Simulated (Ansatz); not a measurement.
**Ge₂H₄ (triplet): B2PLYP, RPA-PBE over vertical spin and charge gaps, cc-pVTZ**

Aim: run Ge₂H₄ (triplet) with these functionals over vertical spin and charge gaps, and hold them against the top wave-function level at the same points.

Computed with Ansatz 0.2.0, Gaussian basis. Level: cc-pVTZ, all electrons in the functionals, frozen cores in the correlation of double hybrids and RPA.

The runs, in order: B2PLYP, RPA-PBE, at charge 0, triplet; charge 0, singlet; charge 0, quintet; charge 1, doublet; charge 1, quartet.

6 further runs of the same task are left out: 6 set aside as unsound or not needed.

## 1. The geometry

The geometry is a PBE0/def2-TZVP stationary point (not a proven minimum). No spin-orbit coupling is included. The filled d shell of Ge may be among the frozen orbitals whatever the setting's name suggests; the logs give the count.

6 atoms, charge 0, spin multiplicity 3.

Atoms are counted from 1 here; the program's logs count them from 0.

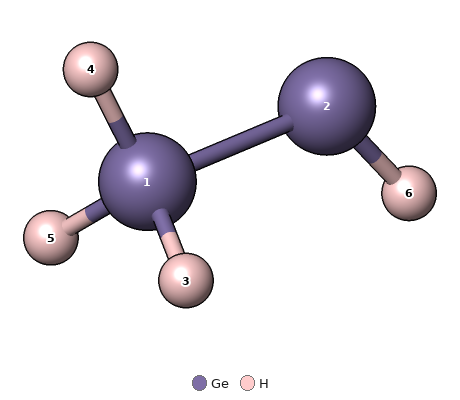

The structure; germanium purple, hydrogen pink; atoms are numbered from 1 in the order of the file.

No dispersion term is added.

The geometry shown and the zero of energy belong to the point charge 0, triplet. The yardstick, UCCSDT(Q), and other wave-function levels (R restricted, U unrestricted, valence and pair active spaces) come from earlier runs.

## 2. B2PLYP, charge 0, triplet

The input, in.yaml:

```yaml
crystal:
  periodic: [false, false, false]
  atoms:
    - {symbol: Ge, position_ang: [0.000000, -0.022865, 1.190258]}
    - {symbol: Ge, position_ang: [0.000000, 0.040906, -1.232137]}
    - {symbol: H, position_ang: [1.255509, -0.742092, 1.716378]}
    - {symbol: H, position_ang: [0.000000, 1.432623, 1.676692]}
    - {symbol: H, position_ang: [-1.255509, -0.742092, 1.716378]}
    - {symbol: H, position_ang: [0.000000, -1.248594, -2.091358]}
basis:
  gaussian: {orbitals: cc-pVTZ}
magnetization: {spin_polarized: true, initial_magnetization: 2}
hamiltonian: {xc: {name: B2PLYP}}
correlation: {electrons: outside_noble_gas}
```

Started as:

```
> ansatz run in.yaml --threads 2 --pin off --events-out ev --progress --plain --max-ram 24576MiB --backend cuda --devices 0, --max-vram 18GiB
```

What it wrote:

```text
Functional definition: B2PLYP
  name "B2PLYP"
  cite "Grimme, J. Chem. Phys. 124, 034108 (2006) doi:10.1063/1.2148954"
  cite "Becke, Phys. Rev. A 38, 3098 (1988) doi:10.1103/PhysRevA.38.3098"
  cite "Lee, Yang & Parr, Phys. Rev. B 37, 785 (1988) doi:10.1103/PhysRevB.37.785"
  parameter a = 0.53
  parameter c = 0.27
  exchange = (1 - a)*b88_x + a*exact_x
  correlation = (1 - c)*lyp_c + c*(mp2_os + mp2_ss)
867 factors; integrals over basis functions are off by at most 9.5e-4 eV
mean field evaluation 1: about -113076.6507 eV, gradient 8.3e0 eV
mean field evaluation 2: about -113076.6704 eV, gradient 8.3e0 eV
mean field evaluation 4: about -113077.1233 eV, gradient 1.2e0 eV
mean field evaluation 8: about -113077.1389 eV, gradient 4.5e-2 eV
mean field evaluation 16: about -113077.1390 eV, gradient 3.6e-4 eV
mean field -113077.13897374 eV, -4155.5082108473 hartree, gradient 5.6e-6 eV, S^2 2.005480; 0 other end points of the search recorded, 0 dependent functions left out
28 core orbitals not correlated: weight in the atoms' cores, before any rotation towards them, 0.999 or more for the frozen orbitals, at most 0.000 for the correlated occupied ones
reference -113077.13912997 eV, -4155.5082165886 hartree; 7, 5 occupied and 107, 109 virtual orbitals, 867 factors
second order -6.90231329 eV of doubles, -0.00000000 eV of singles
Total energy: -113079.00275456 eV, -4155.5767035290 hartree
```

Run time: 13 s. Hardware: 1 × H100 (card shared with other runs) with 2 threads of AMD EPYC 7R13, shared host; peak host memory 0.82 GiB.

From the report: ⟨S²⟩ of the determinant 2.005 (pure triplet: 2.00).

## 3. B2PLYP, charge 0, singlet

in.yaml: that of step 2 with these lines changed.

```diff
@@ -11,3 +11,3 @@
   gaussian: {orbitals: cc-pVTZ}
-magnetization: {spin_polarized: true, initial_magnetization: 2}
+magnetization: {spin_polarized: true, initial_magnetization: 0}
 hamiltonian: {xc: {name: B2PLYP}}
```

The command is unchanged.

What it wrote (excerpt; [...] marks lines left out):

```text
Functional definition: B2PLYP
  name "B2PLYP"
  cite "Grimme, J. Chem. Phys. 124, 034108 (2006) doi:10.1063/1.2148954"
  cite "Becke, Phys. Rev. A 38, 3098 (1988) doi:10.1103/PhysRevA.38.3098"
  cite "Lee, Yang & Parr, Phys. Rev. B 37, 785 (1988) doi:10.1103/PhysRevB.37.785"
[...]
867 factors; integrals over basis functions are off by at most 9.5e-4 eV
[...]
mean field -113077.38204477 eV, -4155.5171435427 hartree, gradient 9.1e-6 eV, S^2 0.510568; 7 other end points of the search recorded, 0 dependent functions left out
28 core orbitals not correlated: weight in the atoms' cores, before any rotation towards them, 0.999 or more for the frozen orbitals, at most 0.000 for the correlated occupied ones
reference -113077.38219846 eV, -4155.5171491910 hartree; 6, 6 occupied and 108, 108 virtual orbitals, 867 factors
second order -7.09776614 eV of doubles, -0.00000000 eV of singles
Total energy: -113079.29859532 eV, -4155.5875754766 hartree
```

It took 16 s on 1 × H100 (card shared with other runs) with 2 threads of AMD EPYC 7R13, shared host; peak host memory 0.82 GiB.

From the report: ⟨S²⟩ of the determinant 0.511 (pure singlet: 0.00). The determinant is far from a pure spin state, so its energy mixes those of several spin states (harmless only where they are near-degenerate, as at dissociation).

From charge 0, triplet: -0.296 eV.

## 4. B2PLYP, charge 0, quintet

in.yaml: that of step 3 with these lines changed.

```diff
@@ -11,3 +11,3 @@
   gaussian: {orbitals: cc-pVTZ}
-magnetization: {spin_polarized: true, initial_magnetization: 0}
+magnetization: {spin_polarized: true, initial_magnetization: 4}
 hamiltonian: {xc: {name: B2PLYP}}
```

Launched as before.

What it wrote (excerpt; [...] marks lines left out):

```text
Functional definition: B2PLYP
  name "B2PLYP"
  cite "Grimme, J. Chem. Phys. 124, 034108 (2006) doi:10.1063/1.2148954"
  cite "Becke, Phys. Rev. A 38, 3098 (1988) doi:10.1103/PhysRevA.38.3098"
  cite "Lee, Yang & Parr, Phys. Rev. B 37, 785 (1988) doi:10.1103/PhysRevB.37.785"
[...]
867 factors; integrals over basis functions are off by at most 9.5e-4 eV
[...]
mean field -113070.83608639 eV, -4155.2765840093 hartree, gradient 7.4e-6 eV, S^2 6.007718; 2 other end points of the search recorded, 0 dependent functions left out
28 core orbitals not correlated: weight in the atoms' cores, before any rotation towards them, 0.999 or more for the frozen orbitals, at most 0.001 for the correlated occupied ones
reference -113070.83624352 eV, -4155.2765897839 hartree; 8, 4 occupied and 106, 110 virtual orbitals, 867 factors
second order -6.71859373 eV of doubles, -0.00000000 eV of singles
Total energy: -113072.65026383 eV, -4155.3432538005 hartree
```

Run time: 13 s. Hardware: 1 × H100 (card shared with other runs) with 2 threads of AMD EPYC 7R13, shared host; peak host memory 0.82 GiB.

From the report: ⟨S²⟩ of the determinant 6.008 (pure quintet: 6.00).

From charge 0, triplet: +6.352 eV.

## 5. B2PLYP, charge 1, doublet

in.yaml: that of step 4 with these lines changed.

```diff
@@ -11,3 +11,4 @@
   gaussian: {orbitals: cc-pVTZ}
-magnetization: {spin_polarized: true, initial_magnetization: 4}
+total_charge: 1
+magnetization: {spin_polarized: true, initial_magnetization: 1}
 hamiltonian: {xc: {name: B2PLYP}}
```

The command is unchanged.

What it wrote (excerpt; [...] marks lines left out):

```text
Functional definition: B2PLYP
  name "B2PLYP"
  cite "Grimme, J. Chem. Phys. 124, 034108 (2006) doi:10.1063/1.2148954"
  cite "Becke, Phys. Rev. A 38, 3098 (1988) doi:10.1103/PhysRevA.38.3098"
  cite "Lee, Yang & Parr, Phys. Rev. B 37, 785 (1988) doi:10.1103/PhysRevB.37.785"
[...]
867 factors; integrals over basis functions are off by at most 9.5e-4 eV
[...]
mean field -113069.81908074 eV, -4155.2392097411 hartree, gradient 5.2e-6 eV, S^2 0.755387; 2 other end points of the search recorded, 0 dependent functions left out
28 core orbitals not correlated: weight in the atoms' cores, before any rotation towards them, 0.999 or more for the frozen orbitals, at most 0.000 for the correlated occupied ones
reference -113069.81924061 eV, -4155.2392156162 hartree; 6, 5 occupied and 108, 109 virtual orbitals, 867 factors
second order -6.41844133 eV of doubles, -0.00000000 eV of singles
Total energy: -113071.55221977 eV, -4155.3029014256 hartree
```

It took 6.5 s on 1 × H100 (card shared with other runs) with 2 threads of AMD EPYC 7R13, shared host; peak host memory 0.82 GiB.

From the report: ⟨S²⟩ of the determinant 0.755 (pure doublet: 0.75).

From charge 0, triplet: +7.451 eV.

## 6. B2PLYP, charge 1, quartet

in.yaml: that of step 5 with these lines changed.

```diff
@@ -12,3 +12,3 @@
 total_charge: 1
-magnetization: {spin_polarized: true, initial_magnetization: 1}
+magnetization: {spin_polarized: true, initial_magnetization: 3}
 hamiltonian: {xc: {name: B2PLYP}}
```

Launched as before.

What it wrote (excerpt; [...] marks lines left out):

```text
Functional definition: B2PLYP
  name "B2PLYP"
  cite "Grimme, J. Chem. Phys. 124, 034108 (2006) doi:10.1063/1.2148954"
  cite "Becke, Phys. Rev. A 38, 3098 (1988) doi:10.1103/PhysRevA.38.3098"
  cite "Lee, Yang & Parr, Phys. Rev. B 37, 785 (1988) doi:10.1103/PhysRevB.37.785"
[...]
867 factors; integrals over basis functions are off by at most 9.5e-4 eV
[...]
mean field -113066.72035838 eV, -4155.1253337948 hartree, gradient 1.7e-6 eV, S^2 3.761289; 0 other end points of the search recorded, 0 dependent functions left out
28 core orbitals not correlated: weight in the atoms' cores, before any rotation towards them, 0.999 or more for the frozen orbitals, at most 0.001 for the correlated occupied ones
reference -113066.72051628 eV, -4155.1253395976 hartree; 7, 4 occupied and 107, 110 virtual orbitals, 867 factors
second order -6.06965838 eV of doubles, -0.00000000 eV of singles
Total energy: -113068.35932404 eV, -4155.1855646720 hartree
```

It took 15 s on 1 × H100 (card shared with other runs) with 2 threads of AMD EPYC 7R13, shared host; peak host memory 0.82 GiB.

From the report: ⟨S²⟩ of the determinant 3.761 (pure quartet: 3.75).

From charge 0, triplet: +10.643 eV.

## 7. RPA-PBE, charge 0, triplet

in.yaml: that of step 6 with these lines changed.

```diff
@@ -11,5 +11,4 @@
   gaussian: {orbitals: cc-pVTZ}
-total_charge: 1
-magnetization: {spin_polarized: true, initial_magnetization: 3}
-hamiltonian: {xc: {name: B2PLYP}}
-correlation: {electrons: outside_noble_gas}
+magnetization: {spin_polarized: true, initial_magnetization: 2}
+hamiltonian: {xc: {name: PBE}}
+correlation: {method: rpa, electrons: outside_noble_gas}
```

Launched as before.

What it wrote (excerpt; [...] marks lines left out):

```text
Functional definition: PBE
  name "PBE"
  cite "Perdew, Burke & Ernzerhof, Phys. Rev. Lett. 77, 3865 (1996) doi:10.1103/PhysRevLett.77.3865"
  parent pbe
[...]
867 factors; integrals over basis functions are off by at most 9.5e-4 eV
[...]
mean field -113084.25619650 eV, -4155.7697639595 hartree, gradient 4.0e-6 eV, S^2 2.002936; 0 other end points of the search recorded, 0 dependent functions left out
28 core orbitals not correlated: weight in the atoms' cores, before any rotation towards them, 0.999 or more for the frozen orbitals, at most 0.001 for the correlated occupied ones
reference -113009.96773606 eV, -4153.0397133927 hartree; 7, 5 occupied and 107, 109 virtual orbitals, 867 factors
Total energy: -113021.88162189 eV, -4153.4775406217 hartree
```

Wall time 17 s (1 × H100 (card shared with other runs) with 2 threads of AMD EPYC 7R13, shared host); peak host memory 0.89 GiB.

From the report: ⟨S²⟩ of the determinant 2.003 (pure triplet: 2.00).

## 8. RPA-PBE, charge 0, singlet

in.yaml: that of step 7 with these lines changed.

```diff
@@ -11,3 +11,3 @@
   gaussian: {orbitals: cc-pVTZ}
-magnetization: {spin_polarized: true, initial_magnetization: 2}
+magnetization: {spin_polarized: true, initial_magnetization: 0}
 hamiltonian: {xc: {name: PBE}}
```

Same command.

What it wrote (excerpt; [...] marks lines left out):

```text
Functional definition: PBE
  name "PBE"
  cite "Perdew, Burke & Ernzerhof, Phys. Rev. Lett. 77, 3865 (1996) doi:10.1103/PhysRevLett.77.3865"
  parent pbe
[...]
867 factors; integrals over basis functions are off by at most 9.5e-4 eV
[...]
mean field -113084.54641432 eV, -4155.7804292675 hartree, gradient 1.6e-6 eV, S^2 0.349277; 8 other end points of the search recorded, 0 dependent functions left out
28 core orbitals not correlated: weight in the atoms' cores, before any rotation towards them, 0.998 or more for the frozen orbitals, at most 0.001 for the correlated occupied ones
reference -113009.84955190 eV, -4153.0353702050 hartree; 6, 6 occupied and 108, 108 virtual orbitals, 867 factors
Total energy: -113022.15396500 eV, -4153.4875490462 hartree
```

Run time: 13 s. Hardware: 1 × H100 (card shared with other runs) with 2 threads of AMD EPYC 7R13, shared host; peak host memory 0.91 GiB.

From the report: ⟨S²⟩ of the determinant 0.349 (pure singlet: 0.00).

From charge 0, triplet: -0.272 eV.

## 9. RPA-PBE, charge 0, quintet

in.yaml: that of step 8 with these lines changed.

```diff
@@ -11,3 +11,3 @@
   gaussian: {orbitals: cc-pVTZ}
-magnetization: {spin_polarized: true, initial_magnetization: 0}
+magnetization: {spin_polarized: true, initial_magnetization: 4}
 hamiltonian: {xc: {name: PBE}}
```

The command is unchanged.

What it wrote (excerpt; [...] marks lines left out):

```text
Functional definition: PBE
  name "PBE"
  cite "Perdew, Burke & Ernzerhof, Phys. Rev. Lett. 77, 3865 (1996) doi:10.1103/PhysRevLett.77.3865"
  parent pbe
[...]
867 factors; integrals over basis functions are off by at most 9.5e-4 eV
[...]
mean field -113078.25444496 eV, -4155.5492036584 hartree, gradient 4.9e-6 eV, S^2 6.003536; 8 other end points of the search recorded, 0 dependent functions left out
28 core orbitals not correlated: weight in the atoms' cores, before any rotation towards them, 0.998 or more for the frozen orbitals, at most 0.001 for the correlated occupied ones
reference -113003.69764301 eV, -4152.8092917232 hartree; 8, 4 occupied and 106, 110 virtual orbitals, 867 factors
Total energy: -113015.51558570 eV, -4153.2435931067 hartree
```

It took 20 s on 1 × H100 (card shared with other runs) with 2 threads of AMD EPYC 7R13, shared host; peak host memory 0.88 GiB.

From the report: ⟨S²⟩ of the determinant 6.004 (pure quintet: 6.00).

From charge 0, triplet: +6.366 eV.

## 10. RPA-PBE, charge 1, doublet

in.yaml: that of step 9 with these lines changed.

```diff
@@ -11,3 +11,4 @@
   gaussian: {orbitals: cc-pVTZ}
-magnetization: {spin_polarized: true, initial_magnetization: 4}
+total_charge: 1
+magnetization: {spin_polarized: true, initial_magnetization: 1}
 hamiltonian: {xc: {name: PBE}}
```

Same command.

What it wrote (excerpt; [...] marks lines left out):

```text
Functional definition: PBE
  name "PBE"
  cite "Perdew, Burke & Ernzerhof, Phys. Rev. Lett. 77, 3865 (1996) doi:10.1103/PhysRevLett.77.3865"
  parent pbe
[...]
867 factors; integrals over basis functions are off by at most 9.5e-4 eV
[...]
mean field -113076.78234192 eV, -4155.4951048697 hartree, gradient 4.0e-6 eV, S^2 0.751906; 0 other end points of the search recorded, 0 dependent functions left out
28 core orbitals not correlated: weight in the atoms' cores, before any rotation towards them, 0.999 or more for the frozen orbitals, at most 0.001 for the correlated occupied ones
reference -113002.74103034 eV, -4152.7741368562 hartree; 6, 5 occupied and 108, 109 virtual orbitals, 867 factors
Total energy: -113014.13612451 eV, -4153.1928988429 hartree
```

It took 9.5 s on 1 × H100 (card shared with other runs) with 2 threads of AMD EPYC 7R13, shared host; peak host memory 0.88 GiB.

From the report: ⟨S²⟩ of the determinant 0.752 (pure doublet: 0.75).

From charge 0, triplet: +7.745 eV.

## 11. RPA-PBE, charge 1, quartet

in.yaml: that of step 10 with these lines changed.

```diff
@@ -12,3 +12,3 @@
 total_charge: 1
-magnetization: {spin_polarized: true, initial_magnetization: 1}
+magnetization: {spin_polarized: true, initial_magnetization: 3}
 hamiltonian: {xc: {name: PBE}}
```

Launched as before.

What it wrote (excerpt; [...] marks lines left out):

```text
Functional definition: PBE
  name "PBE"
  cite "Perdew, Burke & Ernzerhof, Phys. Rev. Lett. 77, 3865 (1996) doi:10.1103/PhysRevLett.77.3865"
  parent pbe
[...]
867 factors; integrals over basis functions are off by at most 9.5e-4 eV
[...]
mean field -113073.72996748 eV, -4155.3829321778 hartree, gradient 5.0e-6 eV, S^2 3.753235; 8 other end points of the search recorded, 0 dependent functions left out
28 core orbitals not correlated: weight in the atoms' cores, before any rotation towards them, 0.998 or more for the frozen orbitals, at most 0.001 for the correlated occupied ones
reference -112999.99727792 eV, -4152.6733058144 hartree; 7, 4 occupied and 107, 110 virtual orbitals, 867 factors
Total energy: -113011.03281497 eV, -4153.0788543209 hartree
```

It took 18 s on 1 × H100 (card shared with other runs) with 2 threads of AMD EPYC 7R13, shared host; peak host memory 0.89 GiB.

From the report: ⟨S²⟩ of the determinant 3.753 (pure quartet: 3.75).

From charge 0, triplet: +10.849 eV.

## 12. Against the wave-function levels

The yardstick is UCCSDT(Q), where the cluster series has nearly closed. It comes from earlier runs at the same points. Energies in eV, counted from charge 0, triplet; blanks weren't run or aren't comparable.

```csv
level,triplet to singlet,triplet to quintet,ionisation to the doublet cation,ionisation to the quartet cation
UCCSDT(Q),-0.215,,7.570,
B2PLYP,-0.296,6.352,7.451,10.643
RPA-PBE,-0.272,6.366,7.745,10.849
```

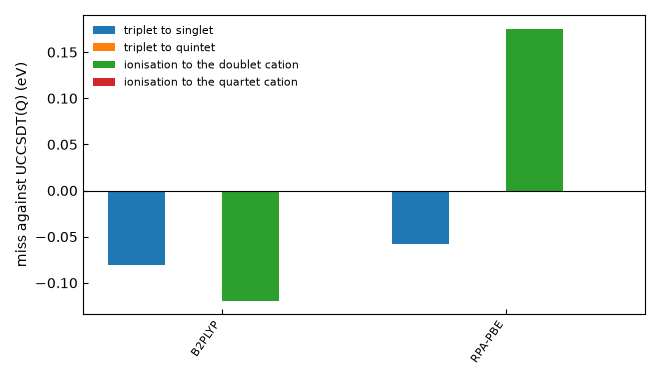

Misses of the gaps against UCCSDT(Q).

Largest miss and mean time a point (UCCSDT(Q) took 2 min a point; shared hosts):

```csv
level,largest miss (eV),where,time a point
B2PLYP,-0.119,ionisation to the doublet cation,13 s
RPA-PBE,+0.176,ionisation to the doublet cation,15 s
```

## 13. Results

| quantity | value |
| --- | --- |
| triplet to singlet, UCCSDT(Q) | -0.215 eV |
| ionisation to the doublet cation, UCCSDT(Q) | 7.570 eV |
| largest miss, B2PLYP | -0.119 eV (ionisation to the doublet cation) |
| largest miss, RPA-PBE | +0.176 eV (ionisation to the doublet cation) |

In words: Misses are known at 2 of 4 points at best, and only functionals with that many are ranked. Of the functionals, B2PLYP keep the smallest largest miss at the points compared (at most 0.119 eV) and RPA-PBE strays most (0.176 eV, at ionisation to the doublet cation). B2PLYP, RPA-PBE clearly break the spin symmetry at some points (⟨S²⟩ up to 0.51 above the pure value), so energy there is bought with a mixed spin. Functionals and the yardstick converge differently with the basis, so part of each miss in cc-pVTZ is the basis.
